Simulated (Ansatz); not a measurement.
Process, species as SMILES: ClO (OH-Cl) → Cl atom + H atom + O atom
B3LYP-D3(BJ)/def2-TZVP geometries, fixed; electronic energies without zero-point terms.

Basis-set convergence of the atomisation energy at HF with Ansatz (a program for electronic structure). Cartesian d functions, on some or all atoms, in 6-31G*, 6-31+G*; all else is spherical. Open shells are unrestricted. No added dispersion term, no relativity. Functions are those of the species that has most. Reference: the value in aug-pcseg-3, 78.83 kcal/mol, itself unsure by roughly 0.49 kcal/mol (its mean distance from aug-cc-pV(Q+d)Z, cc-pV(5+d)Z, def2-QZVPPD). Deviations are taken from unrounded values.

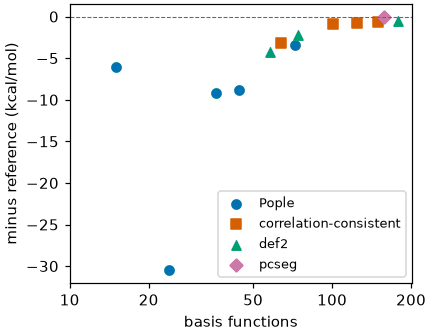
*Deviation from the reference against the number of basis functions, by family of sets.*

```json
[
 {"basis": "STO-3G", "functions": "15", "atomisation energy (kcal/mol)": "72.76", "minus reference (kcal/mol)": "-6.08"},
 {"basis": "3-21G", "functions": "24", "atomisation energy (kcal/mol)": "48.32", "minus reference (kcal/mol)": "-30.51"},
 {"basis": "6-31G*", "functions": "36", "atomisation energy (kcal/mol)": "69.65", "minus reference (kcal/mol)": "-9.18"},
 {"basis": "6-31+G*", "functions": "44", "atomisation energy (kcal/mol)": "69.98", "minus reference (kcal/mol)": "-8.85"},
 {"basis": "def2-SVPD", "functions": "58", "atomisation energy (kcal/mol)": "74.59", "minus reference (kcal/mol)": "-4.25"},
 {"basis": "aug-cc-pV(D+d)Z", "functions": "64", "atomisation energy (kcal/mol)": "75.69", "minus reference (kcal/mol)": "-3.15"},
 {"basis": "6-311++G(2d,2p)", "functions": "72", "atomisation energy (kcal/mol)": "75.43", "minus reference (kcal/mol)": "-3.41"},
 {"basis": "def2-TZVP", "functions": "74", "atomisation energy (kcal/mol)": "76.61", "minus reference (kcal/mol)": "-2.23"},
 {"basis": "jun-cc-pV(T+d)Z", "functions": "101", "atomisation energy (kcal/mol)": "77.97", "minus reference (kcal/mol)": "-0.86"},
 {"basis": "aug-cc-pV(T+d)Z", "functions": "124", "atomisation energy (kcal/mol)": "78.00", "minus reference (kcal/mol)": "-0.83"},
 {"basis": "cc-pV(Q+d)Z", "functions": "149", "atomisation energy (kcal/mol)": "78.16", "minus reference (kcal/mol)": "-0.67"},
 {"basis": "pcseg-3", "functions": "157", "atomisation energy (kcal/mol)": "78.83", "minus reference (kcal/mol)": "0.00"},
 {"basis": "def2-QZVPPD", "functions": "178", "atomisation energy (kcal/mol)": "78.28", "minus reference (kcal/mol)": "-0.55"}
]
```
